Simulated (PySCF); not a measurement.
Consider C4H14N2Si (SMILES CCCN(C)N[SiH3]).

```xyz
21

C     2.8264    1.0652   -0.0983
C     1.3861    0.7975    0.3168
C     0.8488   -0.4841   -0.3123
N    -0.5139   -0.7430    0.1284
C    -0.9845   -2.0497   -0.2854
N    -1.3702    0.2789   -0.3250
Si   -2.6029    0.8720    0.7154
H     3.1865    1.9847    0.3558
H     2.9027    1.1634   -1.1794
H     3.4745    0.2498    0.2163
H     0.7496    1.6313    0.0179
H     1.3199    0.7019    1.4013
H     1.4626   -1.3317    0.0027
H     0.9035   -0.4097   -1.4149
H    -1.9973   -2.1869    0.0899
H    -0.3406   -2.8144    0.1449
H    -0.9940   -2.1677   -1.3820
H    -1.4880    0.2841   -1.3374
H    -3.1680    1.9928   -0.0369
H    -1.9299    1.2637    1.9486
H    -3.6802   -0.0813    1.0331
```

Geometry: GFN2-xTB.

These are results of PySCF, PBE0/pcSseg-1, SCF density, gas phase, non-relativistic, not measurements.

What can the converged electron density and electron localisation function tell about the bonding?

C–N (1.45 Å): ρ is about 2 e/Å³ halfway; the ELF peaks at about 0.95 between the atoms: localised, covalent bonding.
C–C (1.52 Å): ρ at the midpoint is about 1.6 e/Å³; the ELF peaks at about 0.95 between the atoms (localised, covalent bonding).
C–H (1.09 Å): ρ is about 2 e/Å³ halfway; the ELF climbs to about 1 towards the hydrogen, as it does in any bond to H; a covalent bond by its length.

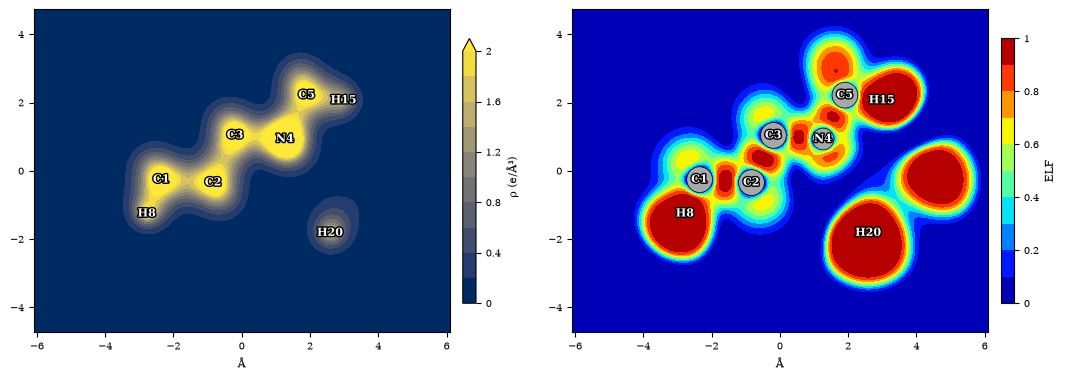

Computed electron density and electron localisation function on the plane of atoms C2, C3 and N4, in this order. Grey discs cover the atomic cores in the ELF map. 
